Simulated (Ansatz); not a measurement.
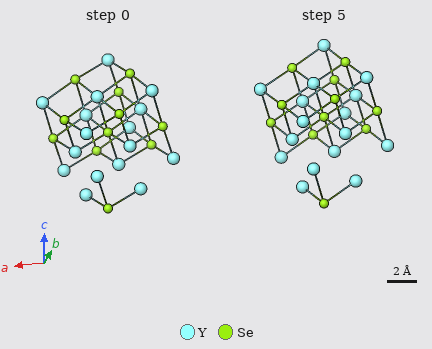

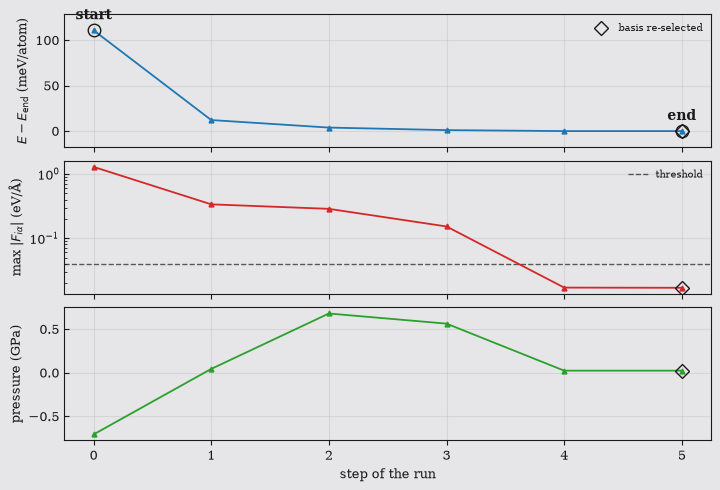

First and last geometry of a relaxation of a crystal of Y3Se2 (built on the tetradymite_166 type) (coarse preliminary run), with the history of the run. Style: ball-and-stick. Shown: the atoms within 5.8 Å of the atom that moves most (axes of the conventional cell (3 times the calculation's cell)), from a free direction. Lengths and directions refer to the drawn axes.

Case: anti-tetradymite type (R-3m, No. 166).

Computed with DFT PBE, scalar-relativistic, plane waves, PAW in Ansatz 0.2.0.

The input:
```yaml
crystal:
  lattice:
    - [2.0297212788, 1.1718601267, 9.4087877147]
    - [-2.0297212788, 1.1718601267, 9.4087877147]
    - [0.0, -2.3437202533, 9.4087877147]
  atoms:
    - { symbol: "Y", position: [0.0, 0.0, 0.0] }
    - { symbol: "Y", position: [0.2095, 0.2095, 0.2095] }
    - { symbol: "Y", position: [0.7905, 0.7905, 0.7905] }
    - { symbol: Se, position: [0.4, 0.4, 0.4] }
    - { symbol: Se, position: [0.6, 0.6, 0.6] }
basis:
  ecutwfc: 420
kpoints:
  mp_grid: { grid: [6, 6, 6] }
hamiltonian:
  xc: pbe
scf:
  occupations: { method: gaussian, width: 0.1 }
  lower_state_search: "off"
output:
  forces: true
  stress: true
  eigenvalues: true
relax:
  adjacent_minimum: "off"
  f_tol: 0.04
  max_steps: 70
  cell: { stress_tol: 0.4 }
```

Command:
```bash
ansatz run input.yaml --threads 1 --pin off --max-ram 2560MiB --backend cpu --events-out ev --progress --plain --runs-dir out
```

> What do the curves and the structures tell?

It converged. The largest moves relative to the cell, 0.24 Å, are those of Se4 and Se5. Se5 goes along +c. Largest moves by element: Se 0.24 Å, Y 0.12 Å. The drawn cell changes as follows: a = b 4.059 → 3.939 Å (−3.0 %), c 28.226 → 29.742 Å (+5.4 %); the volume changes by −0.8 %. Among the contacts that change: Y2–Y3 3.367 → 3.598 Å, Y1–Se4 3.006 → 2.864 Å, Y2–Se5 2.845 → 2.915 Å. Among the angles between lasting bonds that change: Y2–Se5–Y2 91.0° → 85.0°, Se4–Y3–Se4 91.0° → 85.0°, Y1–Se5–Y2 175.8° → 178.7°. The space group stays R-3m (No. 166). The energy falls by 111 meV per atom in 4 accepted moves (5 points after the start). Largest force component: 1.3 eV/Å at the start, 0.017 eV/Å at the end. The pressure goes from −0.71 to 0.02 GPa. The SCF was repeated once at an unchanged geometry on a basis and grid sized afresh for the cell, which shifted the energy by less than 0.05 meV per atom at most.

| step | E − E(0), meV/atom | largest force component, eV/Å | pressure, GPa | volume, Å³/atom | note |
| --- | --- | --- | --- | --- | --- |
| 0 | 0.00 | 1.2903 | -0.71 | 26.855 |  |
| 1 | -98.73 | 0.3369 | 0.04 | 26.749 |  |
| 2 | -107.02 | 0.2866 | 0.68 | 26.450 |  |
| 3 | -109.80 | 0.1523 | 0.56 | 26.439 |  |
| 4 | -110.89 | 0.0170 | 0.02 | 26.648 |  |
| 5 | -110.88 | 0.0169 | 0.02 | 26.648 | same geometry, new basis |

Limits of the set-up: layers or molecules are held without a dispersion correction, so their spacing is unreliable.
